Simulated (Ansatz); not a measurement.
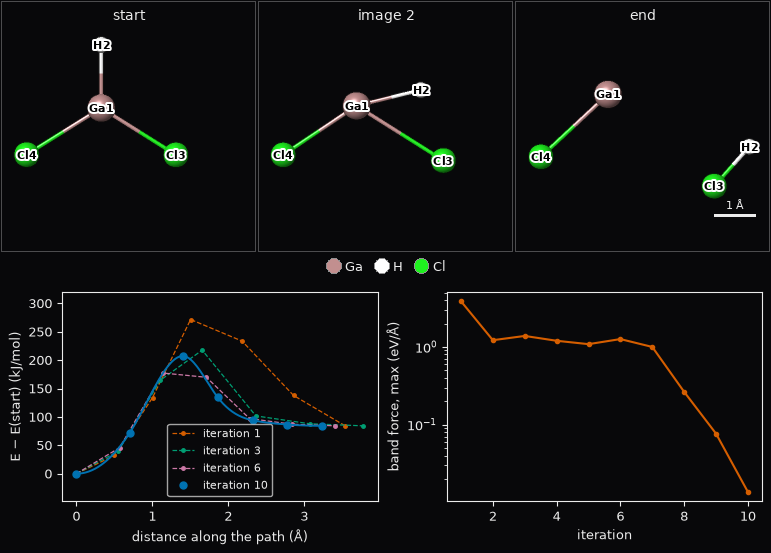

NEB run on GaHCl2. Images are numbered from 0 (start) to 6 (end). The plot follows the band through its iterations. A ball-and-stick model, seen face on.

Computed with Ansatz, RKS B3LYP/def2-SVP. Settings: 5 movable images; climbing image; force threshold 0.03 eV/Å; iteration limit 60; starting path through a guess of the saddle point.

Question: How did the profile develop, and is the result final?

Answer: The result is final at these settings. The band converged in 10 iterations. The largest component of the band force went from 3.9 to 0.014 eV/Å. The climbing image converged on the top of the path. Its vibrational analysis gives one imaginary mode (1032i cm⁻¹), as a transition state must have. The first iteration put the highest image at 271.6 kJ/mol. The energy climbs by 207.2 kJ/mol to image 2 and then falls by 122.9 kJ/mol, so the end point sits at +84.3 kJ/mol.
